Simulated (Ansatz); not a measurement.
**Molecular dynamics of C$_{2}$H$_{8}$GaN (part 1 of 3)**

The run: molecular dynamics of C$_{2}$H$_{8}$GaN. Method and program: RKS PBE-D4/def2-SVP (Ansatz 0.2.0).

It belongs to a series of runs on one base structure; here: dynamics from the highest image of the converged band. Figures and captions count atoms from 1; the log counts them from 0 in places.

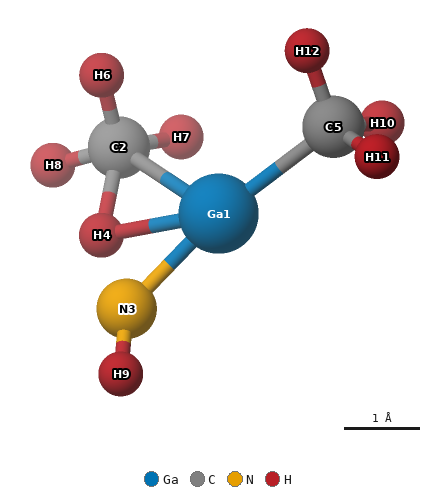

Figure 1. The input geometry (ball-and-stick view, seen at a tilt; atoms are numbered from 1 in the order of the input). Sticks mark near contacts.

**Results in brief**

| quantity | value |
| --- | --- |
| outcome | finished |
| mean temperature over the second half | 781 K |
| trajectory | 200 steps, 100 fs |
| ensemble | nve |
| temperature in the input | 300.0 K |
| time step | 0.5 fs |
| potential energy (last step) | −56048.8636 eV |
| mean-field energy (last step) | −56048.7059 eV |
| largest force (length of the vector) (last step) | 2.491 eV/Å |
| hardware | 2 threads of Intel Xeon (Granite Rapids), 16 GiB of memory available, shared host |
| wall time | 3.4 min (CPU time 6.6 min) |
| peak memory | 0.17 GiB |

**Remarks**

So short a trajectory is not equilibrated.

**Input file**
```yaml
crystal:
  periodic: [false, false, false]
  atoms:
    - { symbol: Ga, position_ang: [-0.301298, -0.581125, -0.396015] }
    - { symbol: C, position_ang: [0.530155, 0.528963, 1.439563] }
    - { symbol: "N", position_ang: [-0.506194, -1.865245, 0.809711] }
    - { symbol: H, position_ang: [0.058893, -0.747107, 1.450662] }
    - { symbol: C, position_ang: [-0.248577, 0.555466, -1.996729] }
    - { symbol: H, position_ang: [1.540464, 0.754825, 1.039563] }
    - { symbol: H, position_ang: [-0.126134, 1.416253, 1.309975] }
    - { symbol: H, position_ang: [0.657732, 0.427692, 2.540405] }
    - { symbol: H, position_ang: [-0.890647, -2.815296, 0.710398] }
    - { symbol: H, position_ang: [-0.923016, 1.423552, -1.86154] }
    - { symbol: H, position_ang: [-0.574335, -0.021006, -2.884266] }
    - { symbol: H, position_ang: [0.782955, 0.923031, -2.161725] }
basis:
  gaussian: { orbitals: def2-SVP }
hamiltonian:
  xc: pbe
  dispersion: d4
md:
  timestep: 0.5
  n_steps: 200
  ensemble: nve
  temperature: 300.0
  initial_velocities: maxwell_boltzmann
  seed: 11959
```

Run as:
```bash
ansatz run input.yaml --threads 2 --pin off --max-ram 3072MiB --backend cpu --events-out ev --progress --plain --runs-dir out
```

**What the program printed**
```
Engine: ansatz 0.2.0, x86_64-unknown-linux-gnu
Functional definition: PBE
  parameter kappa = 0.804
  parameter beta = 0.06672455060314922
  exchange = pbe_x(kappa = kappa, mu = beta*pi^2/3)
  correlation = pbe_c(beta = beta)
1307 factors; their error is unknown
mean field evaluation 1: about -56024.6361 eV, gradient 1.0e2 eV
mean field evaluation 2: about -55919.3492 eV, gradient 1.9e2 eV
mean field evaluation 4: about -56047.4534 eV, gradient 1.5e1 eV
mean field evaluation 8: about -56048.0509 eV, gradient 3.3e-1 eV
mean field evaluation 16: about -56047.9940 eV, gradient 1.2e-3 eV
mean field -56047.99396495 eV, -2059.7257875172 hartree, gradient 1.3e-5 eV, S^2 0.000000; 0 other end points of the search recorded, 0 dependent functions left out
the calculation of the forces begins
reference -56047.99400471 eV, -2059.7257889782 hartree; 29, 29 occupied and 85, 85 virtual orbitals, 1307 factors
md step     0: t =     0.00 fs  T =   300.0 K  F+E_penalty+E_count = -56048.20592677 eV  E_kin = 0.387780 eV  conserved = -56047.81814677 eV  (31 SCF iters)
these checks for a lower state are left out or cut short: starts, cluster_reference, orbital_swaps, neighbouring_geometries, increment
1307 factors; their error is unknown
mean field -56047.98313353 eV, -2059.7253894697 hartree, gradient 2.6e-5 eV, S^2 0.000000; 0 other end points of the search recorded, 0 dependent functions left out
the calculation of the forces begins
reference -56047.98317328 eV, -2059.7253909307 hartree; 29, 29 occupied and 85, 85 virtual orbitals, 1307 factors
md step     1: t =     0.50 fs  T =   291.7 K  F+E_penalty+E_count = -56048.19510059 eV  E_kin = 0.377109 eV  conserved = -56047.81799175 eV  (31 SCF iters)
[... from here on the SCF iterations and repeated set-up lines of each step are left out, up to the last step ...]
md step     2: t =     1.00 fs  T =   269.1 K  F+E_penalty+E_count = -56048.16538744 eV  E_kin = 0.347896 eV  conserved = -56047.81749108 eV  (31 SCF iters)
md step     3: t =     1.50 fs  T =   238.3 K  F+E_penalty+E_count = -56048.12476691 eV  E_kin = 0.307970 eV  conserved = -56047.81679736 eV  (31 SCF iters)
md step     4: t =     2.00 fs  T =   207.3 K  F+E_penalty+E_count = -56048.08416387 eV  E_kin = 0.268015 eV  conserved = -56047.81614911 eV  (32 SCF iters)
md step     5: t =     2.50 fs  T =   184.1 K  F+E_penalty+E_count = -56048.05373030 eV  E_kin = 0.237948 eV  conserved = -56047.81578205 eV  (31 SCF iters)
md step     6: t =     3.00 fs  T =   172.8 K  F+E_penalty+E_count = -56048.03923027 eV  E_kin = 0.223417 eV  conserved = -56047.81581376 eV  (31 SCF iters)
md step     7: t =     3.50 fs  T =   173.3 K  F+E_penalty+E_count = -56048.04023641 eV  E_kin = 0.224051 eV  conserved = -56047.81618521 eV  (31 SCF iters)
md step     8: t =     4.00 fs  T =   181.2 K  F+E_penalty+E_count = -56048.05098993 eV  E_kin = 0.234279 eV  conserved = -56047.81671053 eV  (31 SCF iters)
md step     9: t =     4.50 fs  T =   190.4 K  F+E_penalty+E_count = -56048.06323017 eV  E_kin = 0.246047 eV  conserved = -56047.81718348 eV  (31 SCF iters)
md step    10: t =     5.00 fs  T =   194.9 K  F+E_penalty+E_count = -56048.06941070 eV  E_kin = 0.251950 eV  conserved = -56047.81746029 eV  (31 SCF iters)
md step    11: t =     5.50 fs  T =   191.5 K  F+E_penalty+E_count = -56048.06504101 eV  E_kin = 0.247565 eV  conserved = -56047.81747619 eV  (31 SCF iters)
md step    12: t =     6.00 fs  T =   179.9 K  F+E_penalty+E_count = -56048.04980609 eV  E_kin = 0.232578 eV  conserved = -56047.81722786 eV  (31 SCF iters)
md step    13: t =     6.50 fs  T =   163.2 K  F+E_penalty+E_count = -56048.02765699 eV  E_kin = 0.210895 eV  conserved = -56047.81676214 eV  (31 SCF iters)
md step    14: t =     7.00 fs  T =   146.9 K  F+E_penalty+E_count = -56048.00602416 eV  E_kin = 0.189841 eV  conserved = -56047.81618360 eV  (31 SCF iters)
md step    15: t =     7.50 fs  T =   138.0 K  F+E_penalty+E_count = -56047.99408627 eV  E_kin = 0.178429 eV  conserved = -56047.81565751 eV  (31 SCF iters)
md step    16: t =     8.00 fs  T =   142.9 K  F+E_penalty+E_count = -56048.00013469 eV  E_kin = 0.184760 eV  conserved = -56047.81537487 eV  (31 SCF iters)
md step    17: t =     8.50 fs  T =   164.9 K  F+E_penalty+E_count = -56048.02862153 eV  E_kin = 0.213143 eV  conserved = -56047.81547807 eV  (31 SCF iters)
md step    18: t =     9.00 fs  T =   202.7 K  F+E_penalty+E_count = -56048.07802450 eV  E_kin = 0.262035 eV  conserved = -56047.81598908 eV  (31 SCF iters)
md step    19: t =     9.50 fs  T =   250.5 K  F+E_penalty+E_count = -56048.14058174 eV  E_kin = 0.323786 eV  conserved = -56047.81679541 eV  (30 SCF iters)
md step    20: t =    10.00 fs  T =   298.9 K  F+E_penalty+E_count = -56048.20410137 eV  E_kin = 0.386400 eV  conserved = -56047.81770183 eV  (30 SCF iters)
md step    21: t =    10.50 fs  T =   337.7 K  F+E_penalty+E_count = -56048.25507267 eV  E_kin = 0.436569 eV  conserved = -56047.81850401 eV  (30 SCF iters)
md step    22: t =    11.00 fs  T =   358.1 K  F+E_penalty+E_count = -56048.28197206 eV  E_kin = 0.462945 eV  conserved = -56047.81902745 eV  (30 SCF iters, 3 dispersion substeps)
md step    23: t =    11.50 fs  T =   355.1 K  F+E_penalty+E_count = -56048.27810127 eV  E_kin = 0.458976 eV  conserved = -56047.81912515 eV  (30 SCF iters, 3 dispersion substeps)
md step    24: t =    12.00 fs  T =   328.9 K  F+E_penalty+E_count = -56048.24387374 eV  E_kin = 0.425198 eV  conserved = -56047.81867566 eV  (30 SCF iters, 3 dispersion substeps)
md step    25: t =    12.50 fs  T =   286.9 K  F+E_penalty+E_count = -56048.18844713 eV  E_kin = 0.370799 eV  conserved = -56047.81764855 eV  (30 SCF iters, 3 dispersion substeps)
md step    26: t =    13.00 fs  T =   242.5 K  F+E_penalty+E_count = -56048.12967439 eV  E_kin = 0.313424 eV  conserved = -56047.81625044 eV  (31 SCF iters, 3 dispersion substeps)
md step    27: t =    13.50 fs  T =   213.0 K  F+E_penalty+E_count = -56048.09036009 eV  E_kin = 0.275337 eV  conserved = -56047.81502293 eV  (30 SCF iters, 3 dispersion substeps)
md step    28: t =    14.00 fs  T =   212.8 K  F+E_penalty+E_count = -56048.08977478 eV  E_kin = 0.275126 eV  conserved = -56047.81464851 eV  (30 SCF iters, 3 dispersion substeps)
md step    29: t =    14.50 fs  T =   246.1 K  F+E_penalty+E_count = -56048.13358879 eV  E_kin = 0.318146 eV  conserved = -56047.81544280 eV  (30 SCF iters, 3 dispersion substeps)
md step    30: t =    15.00 fs  T =   303.6 K  F+E_penalty+E_count = -56048.20946049 eV  E_kin = 0.392446 eV  conserved = -56047.81701403 eV  (31 SCF iters, 3 dispersion substeps)
md step    31: t =    15.50 fs  T =   366.9 K  F+E_penalty+E_count = -56048.29286422 eV  E_kin = 0.474315 eV  conserved = -56047.81854963 eV  (31 SCF iters, 3 dispersion substeps)
md step    32: t =    16.00 fs  T =   417.5 K  F+E_penalty+E_count = -56048.35913372 eV  E_kin = 0.539714 eV  conserved = -56047.81941985 eV  (31 SCF iters, 3 dispersion substeps)
md step    33: t =    16.50 fs  T =   443.9 K  F+E_penalty+E_count = -56048.39320009 eV  E_kin = 0.573730 eV  conserved = -56047.81947003 eV  (31 SCF iters, 3 dispersion substeps)
md step    34: t =    17.00 fs  T =   443.8 K  F+E_penalty+E_count = -56048.39252122 eV  E_kin = 0.573630 eV  conserved = -56047.81889104 eV  (31 SCF iters, 3 dispersion substeps)
md step    35: t =    17.50 fs  T =   422.9 K  F+E_penalty+E_count = -56048.36465582 eV  E_kin = 0.546678 eV  conserved = -56047.81797807 eV  (31 SCF iters, 3 dispersion substeps)
md step    36: t =    18.00 fs  T =   391.4 K  F+E_penalty+E_count = -56048.32288222 eV  E_kin = 0.505884 eV  conserved = -56047.81699840 eV  (31 SCF iters, 3 dispersion substeps)
md step    37: t =    18.50 fs  T =   360.3 K  F+E_penalty+E_count = -56048.28195663 eV  E_kin = 0.465788 eV  conserved = -56047.81616835 eV  (31 SCF iters, 3 dispersion substeps)
md step    38: t =    19.00 fs  T =   339.6 K  F+E_penalty+E_count = -56048.25457585 eV  E_kin = 0.438925 eV  conserved = -56047.81565084 eV  (31 SCF iters, 3 dispersion substeps)
md step    39: t =    19.50 fs  T =   335.1 K  F+E_penalty+E_count = -56048.24871463 eV  E_kin = 0.433185 eV  conserved = -56047.81552979 eV  (30 SCF iters, 3 dispersion substeps)
md step    40: t =    20.00 fs  T =   348.5 K  F+E_penalty+E_count = -56048.26626285 eV  E_kin = 0.450485 eV  conserved = -56047.81577771 eV  (31 SCF iters, 3 dispersion substeps)
md step    41: t =    20.50 fs  T =   376.9 K  F+E_penalty+E_count = -56048.30341674 eV  E_kin = 0.487156 eV  conserved = -56047.81626087 eV  (31 SCF iters, 3 dispersion substeps)
md step    42: t =    21.00 fs  T =   414.6 K  F+E_penalty+E_count = -56048.35272736 eV  E_kin = 0.535934 eV  conserved = -56047.81679359 eV  (31 SCF iters, 3 dispersion substeps)
md step    43: t =    21.50 fs  T =   455.5 K  F+E_penalty+E_count = -56048.40597571 eV  E_kin = 0.588760 eV  conserved = -56047.81721562 eV  (30 SCF iters, 3 dispersion substeps)
md step    44: t =    22.00 fs  T =   494.5 K  F+E_penalty+E_count = -56048.45669877 eV  E_kin = 0.639247 eV  conserved = -56047.81745215 eV  (30 SCF iters, 3 dispersion substeps)
md step    45: t =    22.50 fs  T =   529.1 K  F+E_penalty+E_count = -56048.50142324 eV  E_kin = 0.683885 eV  conserved = -56047.81753799 eV  (30 SCF iters, 3 dispersion substeps)
md step    46: t =    23.00 fs  T =   558.3 K  F+E_penalty+E_count = -56048.53921299 eV  E_kin = 0.721611 eV  conserved = -56047.81760166 eV  (30 SCF iters, 3 dispersion substeps)
md step    47: t =    23.50 fs  T =   581.8 K  F+E_penalty+E_count = -56048.56981173 eV  E_kin = 0.752022 eV  conserved = -56047.81778996 eV  (30 SCF iters, 3 dispersion substeps)
md step    48: t =    24.00 fs  T =   598.4 K  F+E_penalty+E_count = -56048.59156054 eV  E_kin = 0.773432 eV  conserved = -56047.81812824 eV  (30 SCF iters, 3 dispersion substeps)
md step    49: t =    24.50 fs  T =   605.6 K  F+E_penalty+E_count = -56048.60115105 eV  E_kin = 0.782761 eV  conserved = -56047.81838987 eV  (31 SCF iters, 3 dispersion substeps)
md step    50: t =    25.00 fs  T =   602.5 K  F+E_penalty+E_count = -56048.59694317 eV  E_kin = 0.778780 eV  conserved = -56047.81816334 eV  (31 SCF iters, 3 dispersion substeps)
md step    51: t =    25.50 fs  T =   593.6 K  F+E_penalty+E_count = -56048.58455579 eV  E_kin = 0.767301 eV  conserved = -56047.81725480 eV  (31 SCF iters, 3 dispersion substeps)
md step    52: t =    26.00 fs  T =   590.1 K  F+E_penalty+E_count = -56048.57888917 eV  E_kin = 0.762741 eV  conserved = -56047.81614792 eV  (31 SCF iters, 3 dispersion substeps)
md step    53: t =    26.50 fs  T =   604.0 K  F+E_penalty+E_count = -56048.59655637 eV  E_kin = 0.780729 eV  conserved = -56047.81582755 eV  (31 SCF iters, 3 dispersion substeps)
md step    54: t =    27.00 fs  T =   638.3 K  F+E_penalty+E_count = -56048.64188287 eV  E_kin = 0.825085 eV  conserved = -56047.81679797 eV  (31 SCF iters, 3 dispersion substeps)
md step    55: t =    27.50 fs  T =   682.1 K  F+E_penalty+E_count = -56048.70007944 eV  E_kin = 0.881644 eV  conserved = -56047.81843512 eV  (31 SCF iters, 3 dispersion substeps)
md step    56: t =    28.00 fs  T =   716.9 K  F+E_penalty+E_count = -56048.74621874 eV  E_kin = 0.926619 eV  conserved = -56047.81959947 eV  (30 SCF iters, 3 dispersion substeps)
md step    57: t =    28.50 fs  T =   728.8 K  F+E_penalty+E_count = -56048.76174626 eV  E_kin = 0.942086 eV  conserved = -56047.81966051 eV  (31 SCF iters, 3 dispersion substeps)
md step    58: t =    29.00 fs  T =   715.9 K  F+E_penalty+E_count = -56048.74421906 eV  E_kin = 0.925436 eV  conserved = -56047.81878355 eV  (31 SCF iters, 3 dispersion substeps)
md step    59: t =    29.50 fs  T =   687.0 K  F+E_penalty+E_count = -56048.70551853 eV  E_kin = 0.887963 eV  conserved = -56047.81755554 eV  (30 SCF iters, 3 dispersion substeps)
md step    60: t =    30.00 fs  T =   655.2 K  F+E_penalty+E_count = -56048.66340142 eV  E_kin = 0.846858 eV  conserved = -56047.81654311 eV  (31 SCF iters, 3 dispersion substeps)
md step    61: t =    30.50 fs  T =   631.9 K  F+E_penalty+E_count = -56048.63290479 eV  E_kin = 0.816848 eV  conserved = -56047.81605722 eV  (31 SCF iters, 3 dispersion substeps)
md step    62: t =    31.00 fs  T =   623.0 K  F+E_penalty+E_count = -56048.62138851 eV  E_kin = 0.805274 eV  conserved = -56047.81611437 eV  (31 SCF iters, 3 dispersion substeps)
md step    63: t =    31.50 fs  T =   627.8 K  F+E_penalty+E_count = -56048.62804906 eV  E_kin = 0.811532 eV  conserved = -56047.81651742 eV  (31 SCF iters, 3 dispersion substeps)
md step    64: t =    32.00 fs  T =   641.9 K  F+E_penalty+E_count = -56048.64675248 eV  E_kin = 0.829753 eV  conserved = -56047.81699974 eV  (31 SCF iters, 3 dispersion substeps)
md step    65: t =    32.50 fs  T =   659.7 K  F+E_penalty+E_count = -56048.67005151 eV  E_kin = 0.852698 eV  conserved = -56047.81735364 eV  (31 SCF iters, 3 dispersion substeps)
md step    66: t =    33.00 fs  T =   676.9 K  F+E_penalty+E_count = -56048.69241713 eV  E_kin = 0.874922 eV  conserved = -56047.81749561 eV  (31 SCF iters, 3 dispersion substeps)
md step    67: t =    33.50 fs  T =   691.7 K  F+E_penalty+E_count = -56048.71160417 eV  E_kin = 0.894128 eV  conserved = -56047.81747622 eV  (31 SCF iters, 3 dispersion substeps)
md step    68: t =    34.00 fs  T =   704.4 K  F+E_penalty+E_count = -56048.72795905 eV  E_kin = 0.910510 eV  conserved = -56047.81744942 eV  (31 SCF iters, 3 dispersion substeps)
md step    69: t =    34.50 fs  T =   715.3 K  F+E_penalty+E_count = -56048.74216131 eV  E_kin = 0.924567 eV  conserved = -56047.81759460 eV  (31 SCF iters, 3 dispersion substeps)
md step    70: t =    35.00 fs  T =   723.1 K  F+E_penalty+E_count = -56048.75267284 eV  E_kin = 0.934703 eV  conserved = -56047.81796962 eV  (30 SCF iters, 3 dispersion substeps)
md step    71: t =    35.50 fs  T =   724.7 K  F+E_penalty+E_count = -56048.75508300 eV  E_kin = 0.936722 eV  conserved = -56047.81836098 eV  (31 SCF iters, 3 dispersion substeps)
md step    72: t =    36.00 fs  T =   717.2 K  F+E_penalty+E_count = -56048.74535662 eV  E_kin = 0.927034 eV  conserved = -56047.81832230 eV  (31 SCF iters, 3 dispersion substeps)
md step    73: t =    36.50 fs  T =   702.9 K  F+E_penalty+E_count = -56048.72608572 eV  E_kin = 0.908529 eV  conserved = -56047.81755647 eV  (32 SCF iters, 3 dispersion substeps)
md step    74: t =    37.00 fs  T =   691.4 K  F+E_penalty+E_count = -56048.71007654 eV  E_kin = 0.893651 eV  conserved = -56047.81642521 eV  (32 SCF iters, 3 dispersion substeps)
md step    75: t =    37.50 fs  T =   695.1 K  F+E_penalty+E_count = -56048.71442688 eV  E_kin = 0.898526 eV  conserved = -56047.81590102 eV  (31 SCF iters, 3 dispersion substeps)
md step    76: t =    38.00 fs  T =   719.4 K  F+E_penalty+E_count = -56048.74649512 eV  E_kin = 0.929853 eV  conserved = -56047.81664225 eV  (32 SCF iters, 3 dispersion substeps)
md step    77: t =    38.50 fs  T =   755.6 K  F+E_penalty+E_count = -56048.79481363 eV  E_kin = 0.976627 eV  conserved = -56047.81818673 eV  (31 SCF iters, 3 dispersion substeps)
md step    78: t =    39.00 fs  T =   786.3 K  F+E_penalty+E_count = -56048.83577512 eV  E_kin = 1.016377 eV  conserved = -56047.81939841 eV  (32 SCF iters, 3 dispersion substeps)
md step    79: t =    39.50 fs  T =   797.2 K  F+E_penalty+E_count = -56048.85004664 eV  E_kin = 1.030504 eV  conserved = -56047.81954311 eV  (31 SCF iters, 3 dispersion substeps)
md step    80: t =    40.00 fs  T =   785.3 K  F+E_penalty+E_count = -56048.83376633 eV  E_kin = 1.015049 eV  conserved = -56047.81871686 eV  (32 SCF iters, 3 dispersion substeps)
md step    81: t =    40.50 fs  T =   758.4 K  F+E_penalty+E_count = -56048.79782136 eV  E_kin = 0.980309 eV  conserved = -56047.81751270 eV  (31 SCF iters, 3 dispersion substeps)
md step    82: t =    41.00 fs  T =   729.4 K  F+E_penalty+E_count = -56048.75937980 eV  E_kin = 0.942842 eV  conserved = -56047.81653746 eV  (31 SCF iters, 3 dispersion substeps)
md step    83: t =    41.50 fs  T =   709.1 K  F+E_penalty+E_count = -56048.73274528 eV  E_kin = 0.916618 eV  conserved = -56047.81612681 eV  (31 SCF iters, 3 dispersion substeps)
md step    84: t =    42.00 fs  T =   702.3 K  F+E_penalty+E_count = -56048.72405645 eV  E_kin = 0.907775 eV  conserved = -56047.81628175 eV  (31 SCF iters, 3 dispersion substeps)
md step    85: t =    42.50 fs  T =   707.3 K  F+E_penalty+E_count = -56048.73100954 eV  E_kin = 0.914246 eV  conserved = -56047.81676360 eV  (31 SCF iters, 3 dispersion substeps)
md step    86: t =    43.00 fs  T =   718.7 K  F+E_penalty+E_count = -56048.74628823 eV  E_kin = 0.929022 eV  conserved = -56047.81726649 eV  (31 SCF iters, 3 dispersion substeps)
md step    87: t =    43.50 fs  T =   730.8 K  F+E_penalty+E_count = -56048.76214797 eV  E_kin = 0.944578 eV  conserved = -56047.81756976 eV  (31 SCF iters, 3 dispersion substeps)
md step    88: t =    44.00 fs  T =   739.8 K  F+E_penalty+E_count = -56048.77382687 eV  E_kin = 0.956218 eV  conserved = -56047.81760933 eV  (31 SCF iters, 3 dispersion substeps)
md step    89: t =    44.50 fs  T =   745.1 K  F+E_penalty+E_count = -56048.78062022 eV  E_kin = 0.963148 eV  conserved = -56047.81747213 eV  (31 SCF iters, 3 dispersion substeps)
md step    90: t =    45.00 fs  T =   748.3 K  F+E_penalty+E_count = -56048.78463897 eV  E_kin = 0.967297 eV  conserved = -56047.81734161 eV  (32 SCF iters, 3 dispersion substeps)
md step    91: t =    45.50 fs  T =   751.0 K  F+E_penalty+E_count = -56048.78811543 eV  E_kin = 0.970722 eV  conserved = -56047.81739378 eV  (32 SCF iters, 3 dispersion substeps)
md step    92: t =    46.00 fs  T =   752.9 K  F+E_penalty+E_count = -56048.79088174 eV  E_kin = 0.973230 eV  conserved = -56047.81765149 eV  (32 SCF iters, 3 dispersion substeps)
md step    93: t =    46.50 fs  T =   752.2 K  F+E_penalty+E_count = -56048.79014680 eV  E_kin = 0.972258 eV  conserved = -56047.81788873 eV  (30 SCF iters, 3 dispersion substeps)
md step    94: t =    47.00 fs  T =   747.4 K  F+E_penalty+E_count = -56048.78378954 eV  E_kin = 0.966043 eV  conserved = -56047.81774658 eV  (31 SCF iters, 3 dispersion substeps)
md step    95: t =    47.50 fs  T =   741.2 K  F+E_penalty+E_count = -56048.77524752 eV  E_kin = 0.958139 eV  conserved = -56047.81710852 eV  (32 SCF iters, 3 dispersion substeps)
md step    96: t =    48.00 fs  T =   741.3 K  F+E_penalty+E_count = -56048.77463281 eV  E_kin = 0.958211 eV  conserved = -56047.81642204 eV  (32 SCF iters, 3 dispersion substeps)
md step    97: t =    48.50 fs  T =   754.7 K  F+E_penalty+E_count = -56048.79193741 eV  E_kin = 0.975493 eV  conserved = -56047.81644405 eV  (31 SCF iters, 3 dispersion substeps)
md step    98: t =    49.00 fs  T =   780.5 K  F+E_penalty+E_count = -56048.82637580 eV  E_kin = 1.008935 eV  conserved = -56047.81744125 eV  (31 SCF iters, 3 dispersion substeps)
md step    99: t =    49.50 fs  T =   807.8 K  F+E_penalty+E_count = -56048.86291416 eV  E_kin = 1.044126 eV  conserved = -56047.81878836 eV  (30 SCF iters, 3 dispersion substeps)
md step   100: t =    50.00 fs  T =   821.4 K  F+E_penalty+E_count = -56048.88133144 eV  E_kin = 1.061797 eV  conserved = -56047.81953465 eV  (31 SCF iters, 3 dispersion substeps)
```
